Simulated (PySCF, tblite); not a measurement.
# C₅H₁₃BO₂S: geometry, infrared bands and NMR shifts

Aim: predict the infrared bands and NMR shifts of C₅H₁₃BO₂S (`[BH3-][O+]1CCC[C@@H]1[S@@](C)=O`).

Programs: tblite 0.8.0 and PySCF 2.14.0, with density-fitted response routines of our own. Each step states its level of theory. These are calculated values for one molecule in the gas phase, unless marked as measured. Atoms count from 0, in the outputs and in this text.

## Step 1: The molecule as given

22 atoms, charge 0, multiplicity 1; geometry from: force field or distance geometry start.

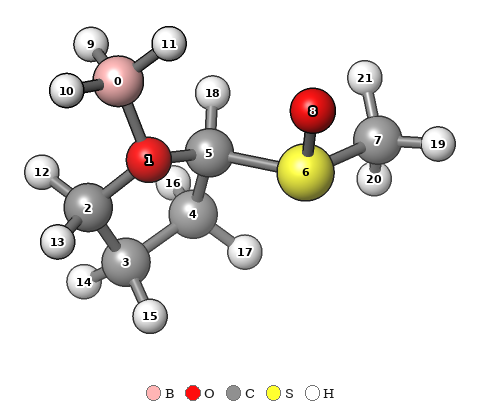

As it starts; boron pink, oxygen red, carbon grey, sulfur yellow, hydrogen white, atoms numbered; sticks join atoms by distance.

## Step 2: Geometry optimisation with GFN2-xTB

What the job is given:

```
{"job": {"kind": "relax", "xc": "GFN2-xTB", "basis": "xTB"}, "charge": 0, "multiplicity": 1}
B     -1.476000     1.755800    -0.577100
O     -1.005500     0.642300     0.292600
C     -1.936400    -0.426100     0.330400
C     -1.177800    -1.683600     0.595200
C      0.128300    -1.444100    -0.086600
C      0.230700     0.084000    -0.158600
S      1.574400     0.658900     0.928200
C      3.099300     0.227800     0.066400
O      1.533100     2.170200     0.818500
H     -1.632200     1.398800    -1.703200
H     -2.527900     2.174100    -0.168400
H     -0.708700     2.656600    -0.555500
H     -2.497200    -0.558800    -0.630000
H     -2.685900    -0.250100     1.132400
H     -1.701000    -2.581000     0.208400
H     -1.011500    -1.799300     1.710400
H      0.086600    -1.855700    -1.121800
H      0.965400    -1.935100     0.451300
H      0.503000     0.371900    -1.198200
H      3.967600     0.645600     0.614000
H      3.191900    -0.873600     0.016300
H      3.069500     0.640700    -0.965500
```

Run with:

```bash
OMP_NUM_THREADS=1 python probes_run.py task.json out
```

The driver reads the jobs from task.json and runs them one after another.

What it wrote:

```text
step      E/eV     max force
  0    -813.52702    4.071
  1    -813.96414    1.415
  2    -814.07867    0.748
  3    -814.14595    0.486
  4    -814.16871    0.310
  5    -814.18471    0.235
  6    -814.19364    0.156
  7    -814.20034    0.140
  8    -814.20475    0.142
  9    -814.20885    0.148
 10    -814.21258    0.145
 11    -814.21572    0.131
 12    -814.21870    0.149
 13    -814.22245    0.163
 14    -814.22734    0.185
 15    -814.23287    0.186
 16    -814.23791    0.164
 17    -814.24164    0.129
 18    -814.24409    0.110
 19    -814.24570    0.079
 20    -814.24695    0.074
 21    -814.24818    0.078
 22    -814.24953    0.087
 23    -814.25089    0.095
 24    -814.25217    0.086
 25    -814.25348    0.070
 26    -814.25500    0.077
 27    -814.25665    0.078
 28    -814.25824    0.081
 29    -814.25982    0.092
 30    -814.26158    0.098
 31    -814.26361    0.110
 32    -814.26560    0.099
 33    -814.26720    0.071
 34    -814.26855    0.082
 35    -814.26995    0.086
 36    -814.27145    0.100
 37    -814.27290    0.091
 38    -814.27418    0.081
 39    -814.27529    0.084
 40    -814.27633    0.078
 41    -814.27735    0.088
 42    -814.27837    0.086
 43    -814.27939    0.069
 44    -814.28042    0.087
 45    -814.28147    0.089
 46    -814.28258    0.092
 47    -814.28386    0.126
 48    -814.28542    0.085
 49    -814.28711    0.088
 50    -814.28876    0.096
 51    -814.29084    0.105
 52    -814.29323    0.099
 53    -814.29550    0.102
 54    -814.29716    0.093
 55    -814.29834    0.100
 56    -814.29953    0.095
 57    -814.30158    0.109
 58    -814.30375    0.155
 59    -814.30696    0.168
 60    -814.31007    0.131
 61    -814.31290    0.120
 62    -814.31519    0.121
 63    -814.31743    0.127
 64    -814.31931    0.163
 65    -814.32173    0.118
 66    -814.32405    0.107
 67    -814.32677    0.135
 68    -814.32915    0.145
 69    -814.33156    0.103
 70    -814.33283    0.066
 71    -814.33350    0.066
 72    -814.33405    0.066
 73    -814.33494    0.062
 74    -814.33569    0.065
 75    -814.33623    0.090
 76    -814.33693    0.067
 77    -814.33795    0.066
 78    -814.33906    0.099
 79    -814.34060    0.115
 80    -814.34223    0.107
 81    -814.34397    0.079
 82    -814.34562    0.088
 83    -814.34701    0.129
 84    -814.34843    0.123
 85    -814.35028    0.087
 86    -814.35329    0.096
 87    -814.35514    0.112
 88    -814.35820    0.117
 89    -814.36000    0.114
 90    -814.36126    0.094
 91    -814.36201    0.162
 92    -814.36281    0.079
 93    -814.36340    0.047
 94    -814.36373    0.040
 95    -814.36403    0.040
 96    -814.36425    0.034
 97    -814.36447    0.032
 98    -814.36472    0.036
 99    -814.36507    0.040
100    -814.36542    0.039
101    -814.36571    0.045
102    -814.36601    0.043
103    -814.36637    0.044
104    -814.36692    0.047
105    -814.36742    0.053
106    -814.36791    0.056
107    -814.36848    0.076
108    -814.36943    0.080
109    -814.36829    0.231
110    -814.37110    0.072
111    -814.37202    0.064
112    -814.37194    0.147
113    -814.37376    0.062
114    -814.37427    0.046
115    -814.37445    0.122
116    -814.37552    0.038
117    -814.37601    0.036
118    -814.37776    0.083
119    -814.37829    0.056
120    -814.37917    0.067
121    -814.37979    0.068
122    -814.38032    0.103
123    -814.38076    0.054
124    -814.38128    0.051
125    -814.38201    0.049
126    -814.38261    0.050
127    -814.38328    0.070
128    -814.38404    0.076
129    -814.38490    0.071
130    -814.38572    0.070
131    -814.38639    0.067
132    -814.38675    0.039
133    -814.38702    0.043
134    -814.38730    0.035
135    -814.38759    0.045
136    -814.38787    0.038
137    -814.38816    0.036
138    -814.38848    0.037
139    -814.38886    0.044
140    -814.38927    0.038
141    -814.38962    0.042
142    -814.38996    0.043
143    -814.39037    0.050
144    -814.39094    0.055
145    -814.39171    0.063
146    -814.39264    0.060
147    -814.39357    0.079
148    -814.39464    0.076
149    -814.39566    0.076
150    -814.39695    0.081
151    -814.39814    0.083
152    -814.39943    0.093
153    -814.40061    0.122
154    -814.40185    0.096
155    -814.40305    0.107
156    -814.40455    0.077
157    -814.40628    0.082
158    -814.40776    0.082
159    -814.40949    0.097
160    -814.41110    0.117
161    -814.41292    0.156
162    -814.41534    0.150
163    -814.41917    0.213
164    -814.42270    0.291
165    -814.42625    0.216
166    -814.43284    0.261
167    -814.43568    0.310
168    -814.44007    0.289
169    -814.44607    0.274
170    -814.45039    0.161
171    -814.45502    0.239
172    -814.45904    0.206
173    -814.46285    0.242
174    -814.46941    0.146
175    -814.47743    0.152
176    -814.48480    0.151
177    -814.49150    0.240
178    -814.49758    0.182
179    -814.50057    0.214
180    -814.50403    0.202
181    -814.50610    0.145
182    -814.50815    0.063
183    -814.51027    0.065
184    -814.51138    0.071
185    -814.51263    0.075
186    -814.51404    0.071
187    -814.51516    0.089
188    -814.51620    0.084
189    -814.51716    0.079
190    -814.51859    0.061
191    -814.51958    0.063
192    -814.52100    0.067
193    -814.52212    0.076
194    -814.52307    0.095
195    -814.52390    0.086
196    -814.52479    0.074
197    -814.52614    0.066
198    -814.52764    0.072
199    -814.52881    0.079
200    -814.52975    0.062
201    -814.52988    0.104
202    -814.53052    0.042
203    -814.53074    0.034
204    -814.53104    0.033
205    -814.53128    0.035
206    -814.53140    0.035
207    -814.53156    0.025
208    -814.53165    0.019
209    -814.53175    0.025
210    -814.53184    0.025
211    -814.53195    0.024
212    -814.53205    0.027
213    -814.53216    0.032
214    -814.53226    0.028
215    -814.53237    0.019
216    -814.53247    0.026
217    -814.53254    0.022
218    -814.53263    0.029
219    -814.53273    0.026
220    -814.53290    0.026
221    -814.53299    0.018
222    -814.53308    0.016
223    -814.53316    0.017
224    -814.53323    0.017
225    -814.53329    0.025
226    -814.53334    0.018
227    -814.53338    0.014
228    -814.53341    0.013
229    -814.53343    0.009
```

Run time: 3.5 s. Hardware: 1 thread of Arm Neoverse N1, shared host; peak memory 0.18 GiB.

The steps of the relaxation: (not every step is listed)

| step | energy from step 0 (eV) | largest force (eV/Å) |
| --- | --- | --- |
| 0 | 0.0000 | 4.0710 |
| 1 | -0.4371 | 1.4145 |
| 2 | -0.5516 | 0.7479 |
| 3 | -0.6189 | 0.4858 |
| 4 | -0.6417 | 0.3099 |
| 5 | -0.6577 | 0.2351 |
| 6 | -0.6666 | 0.1555 |
| 7 | -0.6733 | 0.1399 |
| 8 | -0.6777 | 0.1416 |
| 29 | -0.7328 | 0.0923 |
| 50 | -0.7617 | 0.0962 |
| 71 | -0.8065 | 0.0657 |
| 92 | -0.8358 | 0.0795 |
| 113 | -0.8467 | 0.0623 |
| 134 | -0.8603 | 0.0348 |
| 155 | -0.8760 | 0.1073 |
| 176 | -0.9578 | 0.1513 |
| 197 | -0.9991 | 0.0664 |
| 218 | -1.0056 | 0.0286 |
| 224 | -1.0062 | 0.0166 |
| 225 | -1.0063 | 0.0248 |
| 226 | -1.0063 | 0.0180 |
| 227 | -1.0064 | 0.0144 |
| 228 | -1.0064 | 0.0135 |
| 229 | -1.0064 | 0.0092 |

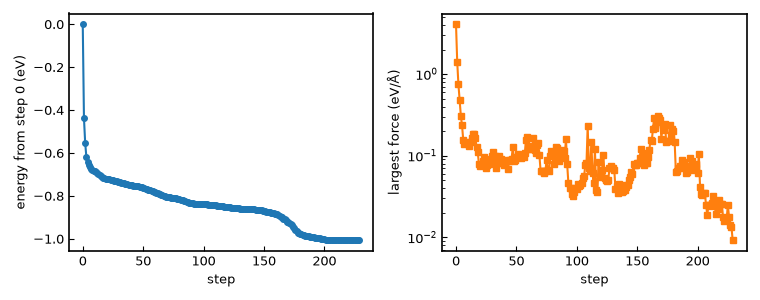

Energy and largest force along the relaxation.

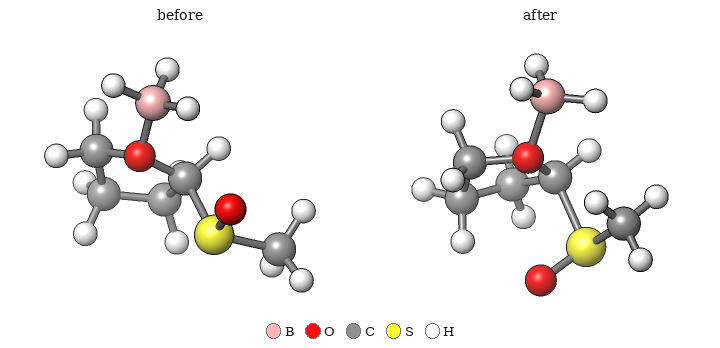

Before and after, at one scale.

Distances of close pairs at the start and the end, largest changes first:

| bond | before (Å) | after (Å) | change (Å) |
| --- | --- | --- | --- |
| B0–O1 | 1.489 | 1.653 | +0.164 |
| C5–S6 | 1.821 | 1.904 | +0.083 |
| S6–O8 | 1.516 | 1.464 | -0.052 |
| C3–H15 | 1.133 | 1.090 | -0.043 |
| C3–C4 | 1.493 | 1.528 | +0.035 |
| C2–C3 | 1.492 | 1.524 | +0.032 |
| S6–C7 | 1.804 | 1.835 | +0.031 |
| C7–H21 | 1.112 | 1.084 | -0.028 |

The final coordinates are the input of the step that follows.

## Step 3: Infrared spectrum with GFN2-xTB

What the job is given:

```
{"job": {"kind": "ir", "xc": "GFN2-xTB", "basis": "xTB"}, "charge": 0, "multiplicity": 1}
B     -0.879054     1.597997    -1.230711
O     -0.423447     0.510119    -0.072406
C     -1.529323    -0.045027     0.653945
C     -1.179382    -1.508199     0.898483
C     -0.333536    -1.835635    -0.330895
C      0.414536    -0.527118    -0.530204
S      1.987684    -0.551126     0.542349
C      2.404261     1.216059     0.276318
O      1.524448    -0.657623     1.926921
H     -1.508479     0.979930    -2.032363
H     -1.513122     2.396238    -0.627023
H      0.145915     2.021660    -1.654922
H     -2.430508     0.055543     0.042272
H     -1.649088     0.531467     1.573302
H     -2.065312    -2.132158     0.986798
H     -0.573891    -1.608130     1.799356
H     -0.964945    -2.052937    -1.195366
H      0.348216    -2.668730    -0.166440
H      0.739395    -0.334392    -1.551698
H      3.230421     1.453957     0.938616
H      2.700185     1.343801    -0.758247
H      1.544614     1.833691     0.511066
```

What it wrote:

```text
mode    cm-1     km/mol
  1      37.8      9.50
  2      78.3     10.48
  3     135.9      1.77
  4     144.8      0.16
  5     178.9      7.21
  6     193.4      4.00
  7     217.1      1.99
  8     250.5      3.88
  9     270.3      3.48
 10     300.7     11.36
 11     350.4      8.74
 12     416.7      7.86
 13     457.2     53.60
 14     579.5     10.29
 15     635.4      4.82
 16     683.5     53.59
 17     737.0     38.73
 18     854.5      2.76
 19     879.2     19.47
 20     883.2     46.46
 21     888.9      8.72
 22     894.9     25.87
 23     913.4     28.63
 24     934.6     65.63
 25     988.8     16.30
 26     998.0      5.26
 27    1054.2      6.63
 28    1086.9     50.70
 29    1091.0     32.51
 30    1136.0    106.39
 31    1139.6    358.41
 32    1151.7     40.61
 33    1161.2      8.17
 34    1183.1      3.91
 35    1205.8      8.27
 36    1238.0     10.25
 37    1245.2     30.71
 38    1250.9     36.95
 39    1283.7      0.58
 40    1289.0      7.40
 41    1305.5      0.05
 42    1311.9      3.61
 43    1429.4      9.47
 44    1440.7      7.03
 45    1461.4      3.80
 46    1467.0      4.70
 47    1482.0      5.48
 48    2445.8    232.26
 49    2493.1    189.60
 50    2520.3    191.26
 51    2952.6     15.79
 52    2972.4     20.24
 53    2987.8      7.04
 54    2992.0     16.09
 55    3016.6      9.11
 56    3020.6     14.01
 57    3037.2     27.21
 58    3056.1      2.83
 59    3067.8      1.57
 60    3078.2      6.77
```

Wall time 1.7 s (1 thread of Arm Neoverse N1, shared host); peak memory 0.18 GiB.

The strongest bands and the atoms that carry them (share of the mass-weighted mode):

| cm⁻¹ | km/mol | atoms |
| --- | --- | --- |
| 457 | 53.6 | O1 29 %, B0 27 %, S6 13 % |
| 684 | 53.6 | C7 51 %, S6 33 % |
| 935 | 65.6 | C5 25 %, C2 24 %, O1 20 % |
| 1136 | 106.4 | O8 44 %, S6 24 % |
| 1140 | 358.4 | H9 22 %, H11 21 %, H10 21 %, O8 13 % |
| 2446 | 232.3 | H9 91 % |
| 2493 | 189.6 | H11 91 % |
| 2520 | 191.3 | H10 93 % |

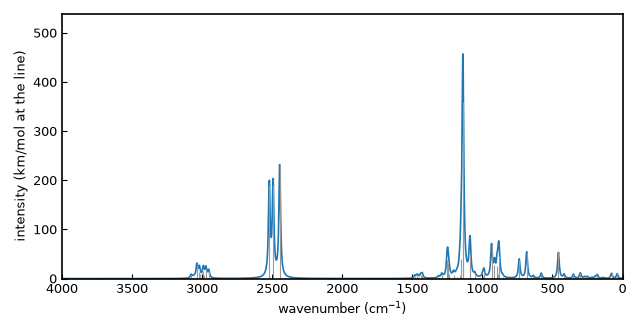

The infrared spectrum from these modes, unscaled. Lines are broadened to a width of 14 cm⁻¹ (Lorentzian).

## Step 4: Shielding tensors: PBE0/pcSseg-1

Settings changed since step 3:

```diff
@@ -1,2 +1,2 @@
-{"job": {"kind": "ir", "xc": "GFN2-xTB", "basis": "xTB"}, "charge": 0, "multiplicity": 1}
+{"job": {"kind": "nmr", "xc": "PBE0", "basis": "pcSseg-1"}, "charge": 0, "multiplicity": 1}
 B     -0.879054     1.597997    -1.230711
```

With the program's defaults for keys left out, this is: GIAO PBE0/pcSseg-1 NMR shielding, non-relativistic, gas phase.

What it wrote:

```text
coarse grid: 18376 points
cycle   1  E = -770.8589133934  dE =  1.407e+00  |g| = 9.550e-01  |ddm| = 4.177e+00
cycle   2  E = -770.0027293017  dE =  8.562e-01  |g| = 2.234e+00  |ddm| = 3.746e+00
cycle   3  E = -771.0303375786  dE = -1.028e+00  |g| = 2.487e-01  |ddm| = 3.208e+00
cycle   4  E = -771.0422758030  dE = -1.194e-02  |g| = 1.297e-01  |ddm| = 3.809e-01
cycle   5  E = -771.0457336054  dE = -3.458e-03  |g| = 3.659e-02  |ddm| = 1.339e-01
cycle   6  E = -771.0459836691  dE = -2.501e-04  |g| = 9.921e-03  |ddm| = 3.057e-02
cycle   7  E = -771.0460017129  dE = -1.804e-05  |g| = 2.234e-03  |ddm| = 8.632e-03
cycle   8  E = -771.0460029273  dE = -1.214e-06  |g| = 5.359e-04  |ddm| = 2.906e-03
final grid: 171248 points
cycle   9  E = -771.1235067134  dE = -5.189e-05  |g| = 1.506e-02  |ddm| = 3.898e-02
cycle  10  E = -771.1234478329  dE =  5.888e-05  |g| = 2.321e-02  |ddm| = 2.802e-02
cycle  11  E = -771.1235495085  dE = -1.017e-04  |g| = 3.385e-03  |ddm| = 1.991e-02
cycle  12  E = -771.1235517671  dE = -2.259e-06  |g| = 4.975e-04  |ddm| = 3.305e-03
cycle  13  E = -771.1235518072  dE = -4.011e-08  |g| = 2.018e-04  |ddm| = 5.416e-04
cycle  14  E = -771.1235518152  dE = -7.996e-09  |g| = 6.057e-05  |ddm| = 2.424e-04
cycle  15  E = -771.1235518160  dE = -8.506e-10  |g| = 1.132e-05  |ddm| = 7.055e-05
converged SCF energy = -771.1235518160

GIAO shielding tensors (ppm)
atom      isotropic    diamagn.    paramagn.     s11        s22        s33       span
  0 B       98.216     191.021     -92.805     66.339     76.266    152.043     85.704
  1 O      283.465     402.417    -118.952    191.254    323.656    335.484    144.230
  2 C      104.455     244.414    -139.959     54.074     90.682    168.609    114.535
  3 C      158.718     252.927     -94.209    131.774    166.755    177.624     45.850
  4 C      154.998     250.705     -95.707    131.035    164.087    169.873     38.837
  5 C       80.977     253.746    -172.769     56.873     68.348    117.711     60.838
  6 S      144.713    1054.214    -909.501    -12.343    100.668    345.814    358.157
  7 C      144.535     254.761    -110.227    112.919    136.517    184.168     71.249
  8 O      291.534     399.673    -108.139     81.419    299.161    494.022    412.603
  9 H       28.494      32.084      -3.590     24.390     25.872     35.222     10.832
 10 H       28.299      31.439      -3.140     24.486     25.791     34.620     10.134
 11 H       28.567      32.642      -4.075     24.842     25.895     34.964     10.122
 12 H       27.544      30.666      -3.122     22.244     27.225     33.165     10.921
 13 H       27.053      30.071      -3.019     22.979     25.464     32.715      9.736
 14 H       29.976      29.629       0.347     25.667     26.246     38.015     12.347
 15 H       28.512      31.491      -2.979     23.505     27.903     34.129     10.624
 16 H       29.034      31.014      -1.980     24.641     26.261     36.201     11.560
 17 H       29.389      30.801      -1.412     25.223     26.962     35.983     10.760
 18 H       27.375      33.753      -6.378     25.197     27.241     29.687      4.490
 19 H       29.219      28.490       0.729     26.034     26.654     34.970      8.936
 20 H       29.892      30.892      -1.000     25.524     27.922     36.230     10.707
 21 H       28.254      32.861      -4.607     24.025     30.227     30.511      6.486
```

It took 96 s on 1 thread of Arm Neoverse N1, shared host; peak memory 1 GiB.

The references, computed at this level on geometries of the same kind, shield at (ppm): 1H TMS 31.72, 13C TMS 186.9, 17O H2O 336.1, 11B BF3·OEt2 100.1, 33S CS2 504. Their shielding less the atom's gives the shift. The references are single molecules in the gas phase, so shifts against H2O, NH3, PH3, H3PO4 or CFCl3 are not on the usual liquid scales and can be off by tens of ppm. Atoms listed in one row are averaged.

| atoms | environment | σ (ppm) | δ (ppm) | δ scaled to CDCl3 |
| --- | --- | --- | --- | --- |
| C5 | sp3 CH bonded to O and S | 81.0 | 105.9 | 97.1 |
| C2 | sp3 CH2 bonded to O | 104.5 | 82.5 | 78.6 |
| C7 | methyl carbon bonded to S | 144.5 | 42.4 | 35.0 |
| C4 | sp3 CH2 in a ring | 155.0 | 31.9 | 29.2 |
| C3 | sp3 CH2 in a ring | 158.7 | 28.2 | 25.6 |
| H13 | hydrogen on an sp3 CH2 bonded to O | 27.05 | 4.66 | 4.50 |
| H18 | hydrogen on an sp3 CH bonded to O and S | 27.38 | 4.34 | 4.20 |
| H12 | hydrogen on an sp3 CH2 bonded to O | 27.54 | 4.17 | 4.04 |
| H9, H10, H11 | hydrogen on a boron bonded to O | 28.45 | 3.26 | – |
| H15 | hydrogen on an sp3 CH2 in a ring | 28.51 | 3.20 | 3.13 |
| H16 | hydrogen on an sp3 CH2 in a ring | 29.03 | 2.68 | 2.63 |
| H19, H20, H21 | hydrogen on a methyl carbon bonded to S | 29.12 | 2.60 | 2.55 |
| H17 | hydrogen on an sp3 CH2 in a ring | 29.39 | 2.33 | 2.30 |
| H14 | hydrogen on an sp3 CH2 in a ring | 29.98 | 1.74 | 1.75 |
| B0 | boron bonded to O, 3 H | 98.2 | 1.9 | – |
| O1 | donor oxygen of a Lewis adduct | 283.5 | 52.6 | – |
| O8 | S=O oxygen | 291.5 | 44.5 | – |
| S6 | sulfoxide sulfur | 145 | 359 | – |

The scaled column applies a straight-line fit of computed shieldings to shifts measured in CDCl3, with any fitted terms for Cl, Br or S neighbours (root-mean-square error 0.16 ppm for H, 1.9 ppm for C).

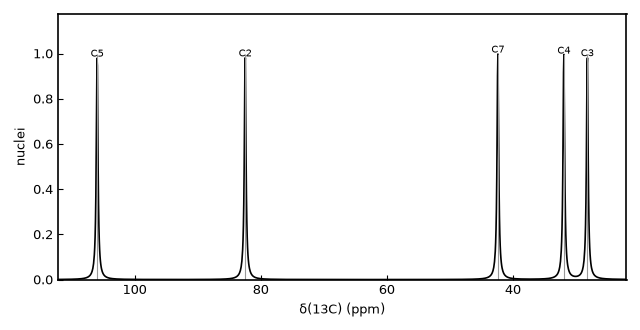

13C lines at the computed shifts, without couplings. Lines are broadened to a width of 0.31 ppm (Lorentzian).

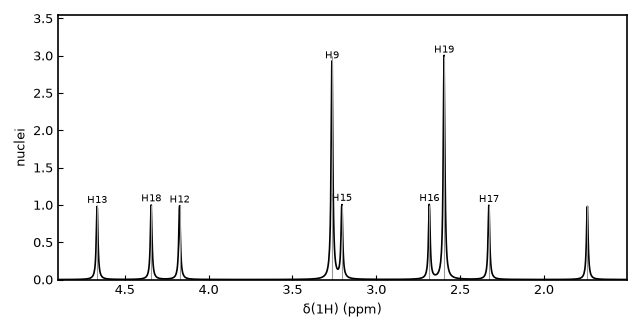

1H lines at the computed shifts, without couplings. Lines are broadened to a width of 0.01 ppm (Lorentzian).

Charges from the same density, by scheme (e):

| atoms | Mulliken | IAO | Hirshfeld | ESP fit |
| --- | --- | --- | --- | --- |
| B0 | -0.04 | -0.31 | -0.06 | -0.01 |
| O1 | -0.53 | -0.18 | 0.03 | 0.17 |
| C2 | 0.10 | -0.06 | 0.03 | -0.25 |
| C3 | -0.27 | -0.28 | -0.07 | 0.24 |
| C4 | -0.19 | -0.28 | -0.07 | -0.42 |
| C5 | -0.11 | -0.06 | 0.05 | -0.01 |
| S6 | 0.63 | 1.06 | 0.33 | 0.24 |
| C7 | -0.40 | -0.57 | -0.13 | -0.48 |
| O8 | -0.62 | -0.91 | -0.35 | -0.39 |

Hirshfeld charges:

B0 -0.06; O1 0.03; C2 0.03; C3 -0.07; C4 -0.07; C5 0.05; S6 0.33; C7 -0.13; O8 -0.35; H9 -0.10; H10 -0.10; H11 -0.10; H12 0.05; H13 0.06; H14 0.06; H15 0.04; H16 0.05; H17 0.05; H18 0.06; H19 0.06; H20 0.05; H21 0.05

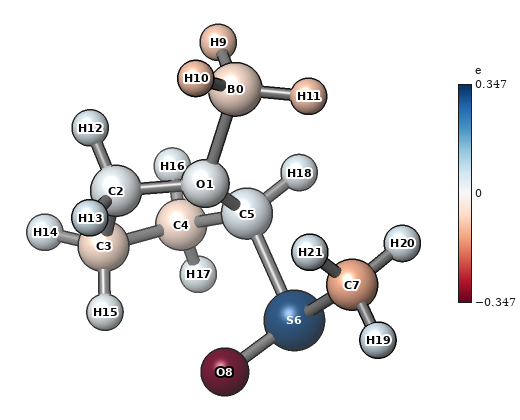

Hirshfeld charges, as colours on the atoms.

Mayer bond orders: B0–O1 0.42, O1–C2 0.78, C2–C3 1.04, C3–C4 1.01, C4–C5 1.02, C5–S6 0.83, S6–C7 0.91, S6–O8 1.51, C5–O1 0.80.

Ring of atoms O1, C2, C3, C4, C5: NICS(0) -8.8, NICS(1) -3.8, NICS(1)zz -7.6 ppm (means of both faces).

## Step 5: Summary of results

```
                                                              quantity                                                     value
                             strongest single infrared mode (GFN2-xTB)                                     1140 cm⁻¹, 358 km/mol
                                          zero-point energy (GFN2-xTB)                                            111.4 kcal/mol
                                13C shifts against TMS (PBE0/pcSseg-1)                         105.9, 82.5, 42.4, 31.9, 28.2 ppm
1H shifts against TMS (PBE0/pcSseg-1, means over atoms taken as alike)  4.66, 4.34, 4.17, 3.26, 3.20, 2.68, 2.60, 2.33, 1.74 ppm
                           11B shifts against BF3·OEt2 (PBE0/pcSseg-1)                                                   1.9 ppm
                                17O shifts against H2O (PBE0/pcSseg-1)                                            52.6, 44.5 ppm
                                33S shifts against CS2 (PBE0/pcSseg-1)                                                   359 ppm
```

Relaxing lowered the energy by 1.006 eV in 229 steps; the close pair that moved most is B0–O1, from 1.489 to 1.653 Å. All 60 modes are real, so the xTB geometry is a minimum. Unscaled tight-binding wavenumbers are off by several per cent, some by more. Its intensities can rank the bands wrongly. At PBE0/pcSseg-1: The largest span, 413 ppm, is at O8, where the paramagnetic term is -108 ppm.
